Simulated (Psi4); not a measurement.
# GeH2 (SMILES [GeH2]) at MP3/def2-TZVPPD

Aim: the vertical ionisation energy of GeH2 at MP3/def2-TZVPPD, from 2 runs. Input form: a Python script.

The results are computed with Psi4 1.11.

2 further runs of the same task are left out: 2 set aside as unsound or not needed.

## 1. Starting point

GeH2 has 3 atoms, charge 0, and is taken as a singlet. SMILES: `[GeH2]`. The shape is that of a PBE0-D4/def2-TZVP optimisation.

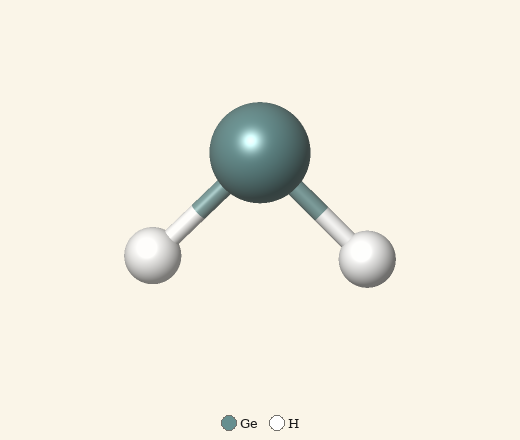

The structure, seen from a chosen angle (germanium teal, hydrogen white).

## 2. The energy at MP3/def2-TZVPPD

File geh2.xyz:

```xyz
3
GeH2
Ge    -0.570100     0.405100    -0.263700
H      0.783000     0.743600     0.509000
H     -0.212900    -1.148700    -0.245300
```

File run.py:

```python
import psi4

psi4.set_memory(2200000000)
psi4.set_num_threads(1)
psi4.set_output_file('geh2.out', False)

with open('geh2.xyz') as f:
    atoms = ''.join(f.readlines()[2:])
mol = psi4.geometry('0 1\n' + atoms + 'symmetry c1\nno_reorient\nno_com')

psi4.set_options({
    'puream': True,
    'e_convergence': 1e-09,
    'd_convergence': 1e-08,
    'scf_type': 'pk',
    'num_frozen_docc': 9,
    'mp_type': 'conv',
})

e_tot = psi4.energy('mp3/def2-TZVPPD')
print(f'total energy {e_tot:.8f} hartree = {e_tot * 27.211386:.5f} eV')
for k, v in sorted(psi4.core.scalar_variables().items()):
    print(f'{k:45s} {v:18.10f}')
```

The run is started by

```console
$ python run.py
```

geh2.out:

```text
[...]
  Running in c1 symmetry.
[...]
  Nuclear repulsion =   21.473702028079792
[...]
  Multiplicity = 1
[...]
  Nalpha       = 17
  Nbeta        = 17
[...]
    Number of basis functions: 88
[...]
   @RHF iter   1: -2075.29108209897004   -3.20080e+00   3.06492e-02 DIIS/ADIIS
[...]
   @RHF iter  10: -2076.47679827466982   -4.54747e-13   1.70559e-09 DIIS
[...]
    Orbital Energies [Eh]
    ---------------------
    Doubly Occupied:
       1A   -405.240608     2A    -52.147896     3A    -46.236020
       4A    -46.233813     5A    -46.233333     6A     -7.189547
       7A     -5.167503     8A     -5.160224     9A     -5.157804
      10A     -1.642200    11A     -1.638800    12A     -1.635719
      13A     -1.629711    14A     -1.625854    15A     -0.673468
      16A     -0.437186    17A     -0.338138
[...]
  @RHF Final Energy: -2076.47679827466982
   => Energetics <=
    Nuclear Repulsion Energy =             21.4737020280797921
    One-Electron Energy =               -2939.1253555415842129
    Two-Electron Energy =                 841.1748552388343114
    Total Energy =                      -2076.4767982746698181
[...]
 Multipole Moments:
 ------------------------------------------------------------------------------------
     Multipole            Electronic (a.u.)      Nuclear  (a.u.)        Total (a.u.)
 ------------------------------------------------------------------------------------
 L = 1.  Multiply by 2.5417464519 to convert [e a0] to [Debye]
 Dipole X            :         33.3846230          -33.3973188           -0.0126957
 Dipole Y            :        -23.7224477           23.7313697            0.0089219
 Dipole Z            :         15.4420605          -15.4479442           -0.0058836
 Magnitude           :                                                    0.0165952
[...]
	SCS-MP2 Total Energy (a.u.)        : -2076.71183784182995
	SOS-MP2 Total Energy (a.u.)        : -2076.70896933837457
[...]
	SOS-PI-MP2 Total Energy (a.u.)     : -2076.72682865096749
[...]
	MP2 Total Energy (a.u.)            : -2076.71757484874070
[...]
	SCS-MP3 Total Energy (a.u.)        : -2076.71339069628948
[...]
	MP3 Total Energy (a.u.)            : -2076.72378626657928
[...]
```

Run time: 9.6 s. Hardware: 1 thread of Intel Xeon Platinum 8259CL at 2.50GHz (Skylake/Cascade Lake), shared host; peak memory 0.58 GiB.

## 3. The doublet cation, same level

File geh2.py:

```python
import psi4

psi4.set_memory('2200 MB')
psi4.set_num_threads(1)
psi4.core.set_output_file('run.log', False)

molecule = psi4.geometry("""
1 2
Ge    -1.07733286     0.76552805    -0.49832078
H      1.47965556     1.40520035     0.96187060
H     -0.40232269    -2.17072840    -0.46354982
units au
symmetry c1
no_reorient
no_com
""")

psi4.set_options({
    'basis': 'def2-TZVPPD',
    'reference': 'uhf',
    'puream': True,
    'e_convergence': 1e-09,
    'd_convergence': 1e-08,
    'scf_type': 'pk',
    'num_frozen_docc': 9,
    'maxiter': 100,
    'mp_type': 'conv',
})

e_tot, wfn = psi4.energy("mp3", molecule=molecule, return_wfn=True)
print('E =', round(e_tot, 9))
```

The run is started by

```console
$ python geh2.py
```

run.log:

```text
[...]
  Running in c1 symmetry.
[...]
  Nuclear repulsion =   21.473702033599345
[...]
  Multiplicity = 2
[...]
  Nalpha       = 17
  Nbeta        = 16
[...]
    Number of basis functions: 88
[...]
   @UHF iter   1: -2075.18773370924509   -3.09745e+00   2.93475e-02 DIIS/ADIIS
[...]
   @UHF iter  12: -2076.16631911676313   -1.63709e-11   4.98793e-09 DIIS
[...]
   @S^2 Observed:                7.665954804E-01
[...]
    Orbital Energies [Eh]
    ---------------------
    Alpha Occupied:
       1A   -405.571708     2A    -52.476508     3A    -46.564658
       4A    -46.563906     5A    -46.561418     6A     -7.519447
       7A     -5.495787     8A     -5.493022     9A     -5.485299
      10A     -1.970433    11A     -1.967418    12A     -1.963819
      13A     -1.958307    14A     -1.954817    15A     -0.981362
      16A     -0.726006    17A     -0.685393
    Alpha Virtual:
      18A     -0.256882    19A     -0.119612    20A     -0.099887
      21A     -0.055084    22A     -0.034267    23A     -0.033379
      24A     -0.027355    25A      0.012296    26A      0.019207
[...]
  @UHF Final Energy: -2076.16631911676313
   => Energetics <=
    Nuclear Repulsion Energy =             21.4737020335993449
    One-Electron Energy =               -2928.2393963119930049
    Two-Electron Energy =                 830.5993751616305190
    Total Energy =                      -2076.1663191167631339
  UHF NO Occupations:
  HONO-2 :   15  A 1.9961273
  HONO-1 :   16  A 1.9956782
[...]
 Multipole Moments:
 ------------------------------------------------------------------------------------
     Multipole            Electronic (a.u.)      Nuclear  (a.u.)        Total (a.u.)
 ------------------------------------------------------------------------------------
 L = 1.  Multiply by 2.5417464519 to convert [e a0] to [Debye]
 Dipole X            :         32.3319445          -33.3973187           -1.0653741
 Dipole Y            :        -22.9743531           23.7313696            0.7570164
 Dipole Z            :         14.9551533          -15.4479442           -0.4927908
 Magnitude           :                                                    1.3967601
[...]
	SCS-MP2 Total Energy (a.u.)        : -2076.36666183136276
	SOS-MP2 Total Energy (a.u.)        : -2076.36310186708261
[...]
	SOS-PI-MP2 Total Energy (a.u.)     : -2076.37823900172270
[...]
	MP2 Total Energy (a.u.)            : -2076.37378175992399
[...]
	SCS-MP3 Total Energy (a.u.)        : -2076.36745286835912
[...]
	MP3 Total Energy (a.u.)            : -2076.37694590790898
[...]
```

On the terminal:

```text
E = -2076.376945908
```

Wall time 16 s (1 thread of Intel Xeon Platinum 8259CL at 2.50GHz (Skylake/Cascade Lake), shared host); peak memory 0.64 GiB.

## 4. Summary of results

Level: MP3/def2-TZVPPD, 9 core orbitals frozen.

| quantity | value |
| --- | --- |
| singlet GeH2: total energy | -2076.72379 Eh |
| singlet GeH2: HOMO energy (Hartree–Fock orbitals) | -9.20 eV |
| singlet GeH2: LUMO energy (Hartree–Fock orbitals) | 0.17 eV |
| singlet GeH2: HOMO–LUMO gap (Hartree–Fock orbitals) | 9.37 eV |
| singlet GeH2: correlation energy (9 core orbitals frozen) | -247.0 mEh |
| doublet cation: total energy | -2076.37695 Eh |
| doublet cation: HOMO energy (Hartree–Fock orbitals) (highest over α and β) | -18.53 eV |
| doublet cation: LUMO energy (Hartree–Fock orbitals) (lowest over α and β) | -7.79 eV |
| doublet cation: correlation energy (9 core orbitals frozen) | -210.6 mEh |
| doublet cation: ⟨S²⟩ of the reference determinant | 0.767 |
| vertical ionisation energy (to the doublet cation) | 9.438 eV |

**Reading.** The vertical ionisation energy comes to 9.44 eV (218 kcal/mol).
